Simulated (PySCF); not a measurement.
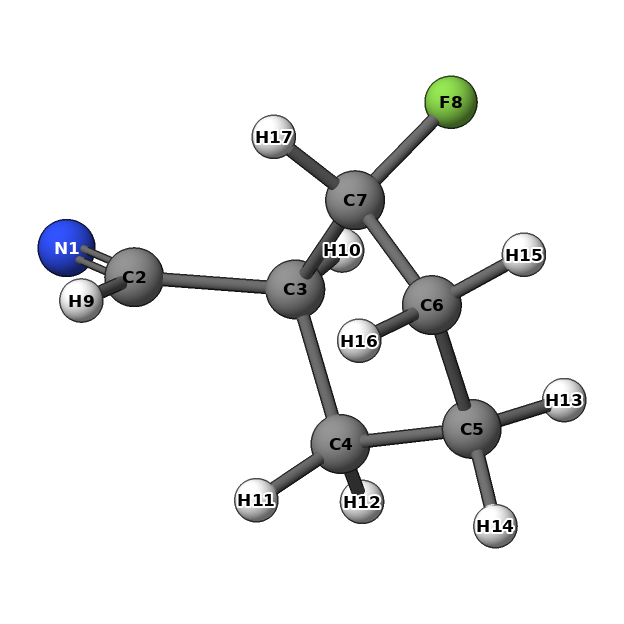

The questions are on Mulliken spin populations. Charge 0, doublet. Computed geometry: GFN2-xTB optimisation. No frequency run is at hand to confirm it as a minimum. Properties computed with UKS B3LYP, pcH-1 on C F H N, non-relativistic (PySCF 2.14.0).

List the Mulliken spin populations.

```tsv
atom	value (e)
N1	0.94
C2	−0.17
C3	0.10
C4	0.00
C5	0.00
C6	0.00
C7	0.00
F8	0.00
H9	0.13
H10	0.00
H11	0.00
H12	0.00
H13	0.00
H14	0.00
H15	0.00
H16	0.00
H17	0.00
```

Mulliken values depend strongly on the basis set.
